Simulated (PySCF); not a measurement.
C₅H₆S, SMILES Cc1cccs1 at its GFN2-xTB optimised geometry (Å):

```
12

C      2.1995    -0.2931     0.0000
C      0.7124    -0.2931     0.0000
C     -0.1365     0.7673     0.0000
C     -1.5014     0.3931    -0.0027
C     -1.6719    -0.9503    -0.0044
S     -0.1689    -1.7898    -0.0043
H      2.5846    -0.7771    -0.8975
H      2.5706     0.7285     0.0336
H      2.5849    -0.8364     0.8624
H      0.1980     1.7898     0.0019
H     -2.3133     1.0984    -0.0031
H     -2.5849    -1.5117    -0.0065
```

Method: PBE/def2-TZVP run with PySCF. Cells within 0.4 Å of a nucleus heavier than hydrogen are left out (blank, or x).

Map of the log10 of the electron density (e/bohr³), floored at −4 on the plane z = 0.0 Å:

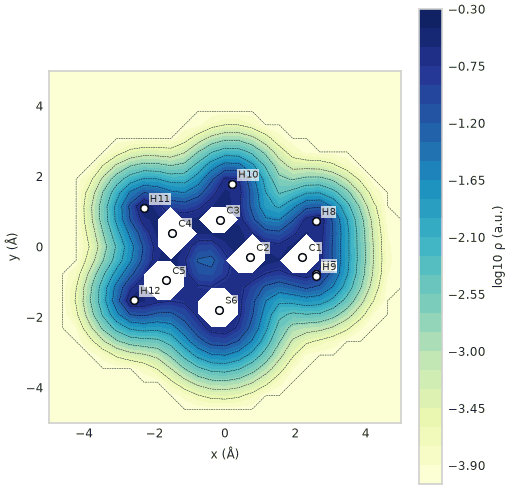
Figure: Log10 of the electron density (e/bohr³), floored at −4 on the plane z = 0.0 Å.
